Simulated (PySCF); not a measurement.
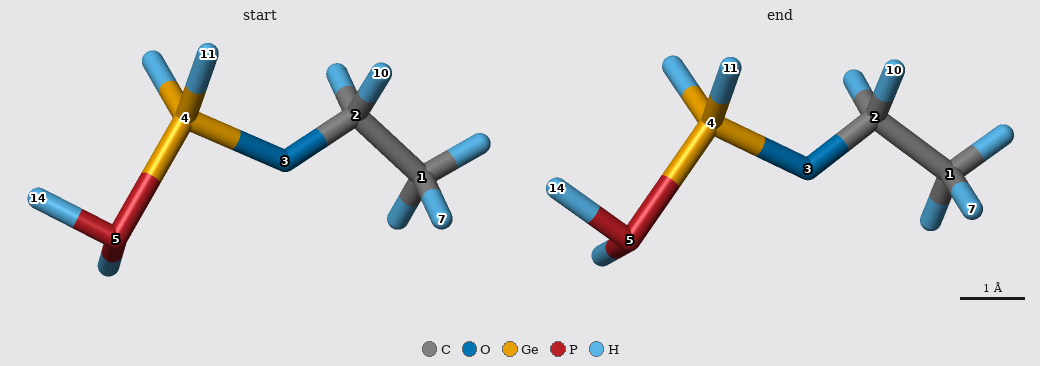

The structure of C2H9GeOP before (left) and after (right) a relaxation, at one scale.

A stick model, seen at a tilt.

The start comes from GFN2-xTB. Its atoms were then displaced at random by about 0.01 Å.

Theory: PBE0-D3(BJ)/def2-SVP geometry optimisation, gas phase in PySCF. 

> Describe what moved and what it gained.

The energy falls by 0.194 eV in 10 geometry steps. The atom that moves furthest after the best rigid fit is an H atom (0.45 Å). Largest moves by element: H 0.45 Å, O 0.14 Å, C 0.13 Å, P 0.12 Å, Ge 0.12 Å. Near-neighbour distances that change, for instance: H–P 1.372 → 1.431 Å, Ge–P 2.257 → 2.312 Å, C–H 1.076 → 1.109 Å, H–P 1.397 → 1.429 Å. Among the angles between lasting bonds that change: P–Ge–H 117.3° → 110.5°, P–Ge–H 121.7° → 115.1°, H–Ge–H 103.6° → 109.8°. Cost: 100 s on 1 thread of Arm Neoverse V1, on a shared host.
